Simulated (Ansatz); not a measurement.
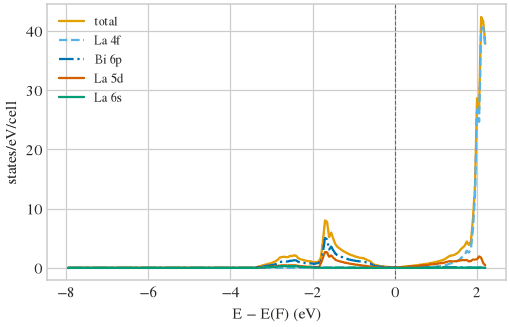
Fig. 1. Total and projected density of states of LaBi (rock salt, space group No. 225), r²SCAN (plane waves, PAW; program Ansatz)

**Question.** Which orbitals carry the states next to the Fermi level?

**Answer.** Within 0.5 eV of the Fermi level: La 5d 47 %, Bi 6p 39 %, La 4f 12 %. Projections are on Löwdin-orthogonalised atomic valence shells; empty p or d shells of many metals are not among them.

**Question.** Where is the tallest occupied peak in this window, and what makes it?

**Answer.** Near -1.7 eV, about 8.0 states/eV per cell; the largest projected share is Bi 6p.

Space group Fm-3m (rock salt). The workflow started from a Materials Project entry (that database holds measured and hypothetical structures alike); the Crystallography Open Database files this formula in space group No. 225, but the cells were not matched. Whether it is the stable phase at ambient conditions was not checked. The cell was relaxed with r²SCAN under the symmetry of its start; whether a distortion lowers the energy is not shown. Spin–orbit coupling is left out wherever it is not named.

Potentials: the later of the program's two PAW sets.
